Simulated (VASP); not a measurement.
Band structure of AlN (space group F-43m). Method: PBE GGA, VASP's PBE PAW potentials (set 64) (plane waves; VASP 6.6.1).

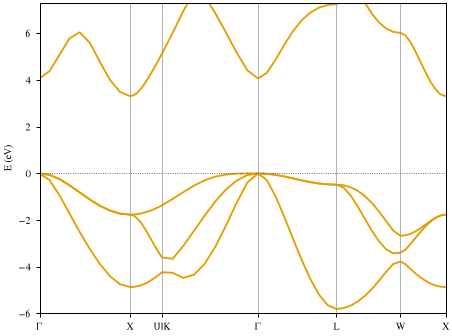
Figure. Bands along high-symmetry lines, zero at the valence-band maximum or, without a gap, the Fermi level

Q: Read the plot: is there a gap, and where are the band edges?

A: The gap is indirect, 3.31 eV, from the valence maximum at K-Γ at 0.89 to the conduction minimum at X.

The structure comes from a computed database's AlN entry; how it stands against other phases isn't given here. The cell was not relaxed at this level.
